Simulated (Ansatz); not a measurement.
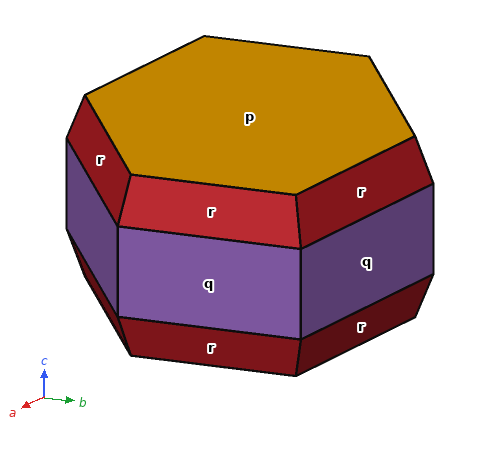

The shape was computed with the Donnay–Harker form of the Bravais–Friedel law: planes with larger spacing d grow more slowly and so show as larger faces; centring, glide planes and screw axes halve or divide d. Faces of one form share a colour. Cell of HfBO: space group P6_3/mmc (No. 194), a = 3.521 Å, b = 3.521 Å, c = 9.666 Å, α = 90.00°, β = 90.00°, γ = 120.00°. Origin: the end point of a relaxation with DFT PBE, scalar-relativistic, plane waves, PAW (Ansatz 0.2.0); the starting structure was generated, so it need not be a known form of this composition. Forms under 0.4 % of the area are left out.

Q: Index the forms that can be seen.

A: yellow (p): {002} (d = 4.83 Å, 39 % of the area); purple (q): {100} (d = 3.05 Å, 30 % of the area); red (r): {101} (d = 2.91 Å, 30 % of the area).
